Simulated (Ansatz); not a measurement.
Frequency calculation of WH₃ClOF₃

The run: frequency calculation of WH₃ClOF₃, multiplicity 2. Method and program: UKS PBE/def2-SVP (Ansatz 0.2.0).

It belongs to a series of runs on one base structure; here: vibrations at the highest image of the band. Figures and captions count atoms from 1; the log counts them from 0 in places.

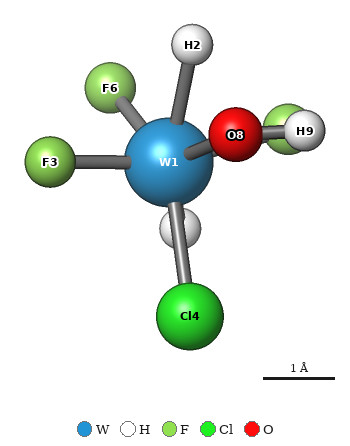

**Figure 1.** The structure as given in the input (ball-and-stick view, seen at a tilt; atoms are numbered from 1 in the order of the input). Sticks mark near contacts.

Key numbers:

```json
{"quantity": "outcome", "value": "converged"}
{"quantity": "total energy", "value": "−24572.1878 eV"}
{"quantity": "mean-field energy", "value": "−24572.1878 eV"}
{"quantity": "⟨S²⟩", "value": "0.755"}
{"quantity": "largest force (length of the vector)", "value": "0.023 eV/Å"}
{"quantity": "hardware", "value": "4 threads of Intel Xeon (Sapphire Rapids), 32 GiB of memory available, shared host"}
{"quantity": "wall time", "value": "57 s (CPU time 3.6 min)"}
{"quantity": "peak memory", "value": "0.24 GiB"}
```

The input:
```yaml
crystal:
  periodic: [false, false, false]
  atoms:
    - { symbol: W, position_ang: [0.134932, -0.061345, 0.424443] }
    - { symbol: H, position_ang: [0.070632, -1.366415, 1.73776] }
    - { symbol: F, position_ang: [2.00279, -0.116244, 0.463576] }
    - { symbol: Cl, position_ang: [0.228286, 2.27006, 0.39512] }
    - { symbol: F, position_ang: [-1.72269, -0.423017, 0.644549] }
    - { symbol: F, position_ang: [0.305473, -1.600542, -0.653842] }
    - { symbol: H, position_ang: [-0.579185, 0.425166, -1.050479] }
    - { symbol: O, position_ang: [-0.022925, 0.254265, 2.413066] }
    - { symbol: H, position_ang: [-0.931716, 0.356972, 2.772908] }
magnetization:
  spin_polarized: true
  initial_magnetization: 1
basis:
  gaussian: { orbitals: def2-SVP }
hamiltonian:
  xc: pbe
phonons: {}
```

Launch command:
```bash
ansatz run input.yaml --threads 4 --pin off --max-ram 5120MiB --backend cpu --events-out ev --progress --plain --runs-dir out
```

The program's output:
```
Engine: ansatz 0.2.0, x86_64-unknown-linux-gnu
Functional definition: PBE
  parameter kappa = 0.804
  parameter beta = 0.06672455060314922
  exchange = pbe_x(kappa = kappa, mu = beta*pi^2/3)
  correlation = pbe_c(beta = beta)
1263 factors; their error is unknown
mean field evaluation 1: about -24561.5039 eV, gradient 5.5e1 eV
mean field evaluation 2: about -24348.3846 eV, gradient 2.0e2 eV
mean field evaluation 4: about -24568.7894 eV, gradient 3.0e1 eV
mean field evaluation 8: about -24572.2488 eV, gradient 1.5e0 eV
mean field evaluation 16: about -24572.1878 eV, gradient 1.5e-2 eV
mean field -24572.18776169 eV, -903.0112446151 hartree, gradient 1.0e-5 eV, S^2 0.754857; 1 other end points of the search recorded, 0 dependent functions left out
the calculation of the forces begins
reference -24572.18783262 eV, -903.0112472218 hartree; 35, 34 occupied and 86, 87 virtual orbitals, 1263 factors
these checks for a lower state are left out or cut short: stability, starts, cluster_reference, orbital_swaps, neighbouring_geometries, increment
1263 factors; their error is unknown
mean field evaluation 32: about -24572.1875 eV, gradient 1.2e-1 eV
mean field -24572.18757644 eV, -903.0112378071 hartree, gradient 2.1e-6 eV, S^2 0.754853; 0 other end points of the search recorded, 0 dependent functions left out
[... from here on the field's lines of each further geometry are left out, up to the last ...]
the calculation of the forces begins
reference -24572.18780483 eV, -903.0112462005 hartree; 35, 34 occupied and 86, 87 virtual orbitals, 1263 factors
these checks for a lower state are left out or cut short: stability, starts, cluster_reference, orbital_swaps, neighbouring_geometries, increment
1263 factors; their error is unknown
mean field -24572.18773863 eV, -903.0112437676 hartree, gradient 1.8e-6 eV, S^2 0.754858; 0 other end points of the search recorded, 0 dependent functions left out
the calculation of the forces begins
reference -24572.18780956 eV, -903.0112463744 hartree; 35, 34 occupied and 86, 87 virtual orbitals, 1263 factors
WARN: phonons: modes at or below zero, which the zero-point energy, F, S and C_V leave out: 1, the lowest at -225.93 cm⁻¹. A minimum has none, and a first-order saddle one
Total energy: -24572.18783262 eV, -903.0112472218 hartree
Atom 0 at     0.134932    -0.061345     0.424443 Å, force    -0.000510    -0.015851     0.016470 eV/Å
Atom 1 at     0.070632    -1.366415     1.737760 Å, force    -0.000828    -0.001634    -0.011383 eV/Å
Atom 2 at     2.002790    -0.116244     0.463576 Å, force     0.001671     0.002289    -0.001114 eV/Å
Atom 3 at     0.228286     2.270060     0.395120 Å, force     0.001163     0.002945     0.003897 eV/Å
Atom 4 at    -1.722690    -0.423017     0.644549 Å, force     0.000147     0.001854     0.000315 eV/Å
Atom 5 at     0.305473    -1.600542    -0.653842 Å, force    -0.001450     0.002446    -0.003534 eV/Å
Atom 6 at    -0.579185     0.425166    -1.050479 Å, force    -0.000514    -0.004769    -0.005476 eV/Å
Atom 7 at    -0.022925     0.254265     2.413066 Å, force    -0.001090     0.015856     0.001747 eV/Å
Atom 8 at    -0.931716     0.356972     2.772908 Å, force     0.001411    -0.003136    -0.000921 eV/Å
Dipole moment:    -0.229956     0.035184     0.358351 e Å
Vibrations: -225.93 63.57 133.03 177.26 184.98 244.22 259.43 301.69 355.41 438.85 530.17 625.08 652.82 675.39 682.79 712.62 843.94 911.43 1298.75 1962.77 3644.51 cm⁻¹, zero-point energy 0.911202 eV
```

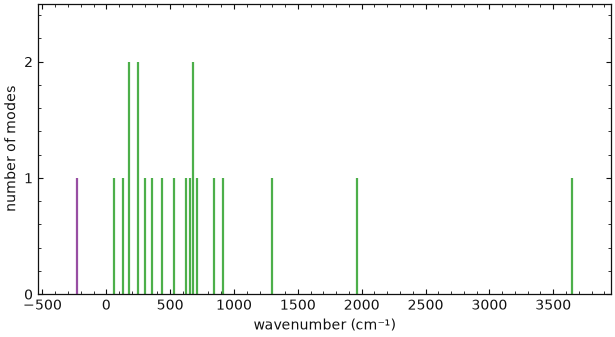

**Figure 2.** Harmonic vibrational wavenumbers from the force constants; neighbouring modes closer than 18 cm⁻¹ are counted in one stick, and imaginary ones are drawn at negative wavenumbers. 21 modes from 226i to 3645 cm⁻¹, 1 imaginary beyond 8i (226i cm⁻¹): a first-order saddle point, if the geometry is stationary.
